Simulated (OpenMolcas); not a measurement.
A ladder of methods for SnGeH6 (SMILES [GeH3][SnH3])

SnGeH6: 8 atoms, total charge 0, spin state singlet. As SMILES, `[GeH3][SnH3]`. The shape is that of a PBE0-D4/def2-TZVP optimisation.

```xyz
8

Ge   -0.7541    0.2858   -1.0413
Sn    0.7515   -0.2903    0.9923
H    -1.8308    1.3073   -0.6395
H    -1.4534   -0.9786   -1.5670
H     0.0875    0.8865   -2.1793
H    -0.1876   -0.9328    2.2652
H     1.9310   -1.4442    0.5538
H     1.5479    1.1091    1.5601
```

Quantity: the energy change with the Ge1–H5 bond stretched from 1.538 to 1.999 Å, in eV. The values are calculated.

```csv
level,kind,program,value (eV),less CCSD(T)/def2-SVP,CPU time (all runs)
HF/def2-SVP (core potential) (unrestricted),Hartree–Fock,OpenMolcas,1.08,+0.09,13 s
SVWN5/def2-SVP (core potential) (restricted),LDA,OpenMolcas,0.91,-0.08,36 s
BLYP/def2-SVP (core potential) (restricted),GGA,OpenMolcas,0.83,-0.16,46 s
revPBE/def2-SVP (core potential) (restricted),GGA,OpenMolcas,0.85,-0.14,44 s
r2SCAN/def2-SVP (core potential) (restricted),meta-GGA,OpenMolcas,0.98,-0.01,56 s
M06-2X/def2-SVP (core potential) (restricted),hybrid meta-GGA,OpenMolcas,0.98,-0.01,50 s
B2PLYP/def2-SVP (core potential) (restricted),double hybrid,OpenMolcas,1.00,+0.01,32 s
MP2/def2-SVP (core potential) (restricted),perturbation theory,OpenMolcas,1.09,+0.10,17 s
CCSD(T)/def2-SVP (core potential) (restricted),coupled cluster or CI,OpenMolcas,0.99,0.00,2.7 min
```

Differences are taken from CCSD(T)/def2-SVP (core potential) (restricted) for orientation; it has basis-set and higher-order errors of its own. The first shape isn't each level's own minimum. The values span 0.83 to 1.09 eV. In the correlated wave-function rows the outer d shell of Ge, Sn is correlated, in sets not made for it. CPU times are rough (shared hosts, several kinds of processor and program).

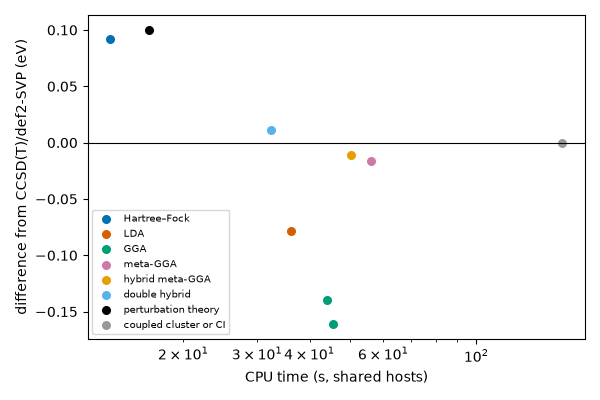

Difference from CCSD(T)/def2-SVP against processor time, one point a level.
